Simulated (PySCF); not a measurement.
CH₃Cl, SMILES `CCl`.

Computed with PySCF, def2-SVP basis, geometry: GFN2-xTB. No frequency check shows the geometry to be a minimum. GFN2-xTB bond lengths at metals and heavier atoms can be off by up to 0.1 Å and shapes distorted, which carries into these values.

Cartesian coordinates (Å):

```
C1      -1.1228    0.0000    0.0000
Cl2      0.6544    0.0000    0.0000
H3      -1.4628   -0.6904    0.7654
H4      -1.4629    1.0081    0.2152
H5      -1.4628   -0.3177   -0.9806
```

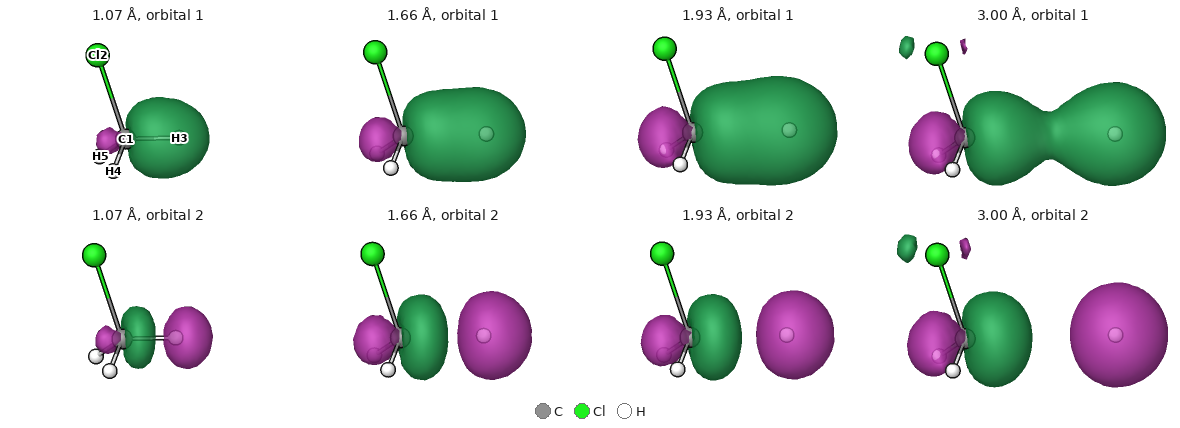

Rigid stretch of the C1–H3 bond. The two CASSCF(2,2) natural orbitals nearest half filling (orbital 1 the more occupied).

**How do the occupations change along the stretch?**

1.07 Å: 1.98 and 0.02; 1.66 Å: 1.90 and 0.10; 1.93 Å: 1.81 and 0.19; 3.00 Å: 1.27 and 0.73. At the longest distance computed (3.00 Å) they are 1.27 and 0.73, and the effective number of unpaired electrons is 1.7.

**Where does the UHF solution part from RHF?**

Between 1.44 Å (⟨S²⟩ = 0, the two coincide) and 1.66 Å (⟨S²⟩ = 0.07); at 3.00 Å ⟨S²⟩ is 0.99 and UHF lies 3.6 eV below RHF.

**How much energy does the stretch cost?**

By CASSCF, 4.3 eV from the lowest point of the scan (1.07 Å) to 3.00 Å; RHF gives 7.4 eV from its own lowest point. The fragments aren't relaxed and dynamic correlation is missing, so this isn't a bond dissociation energy.
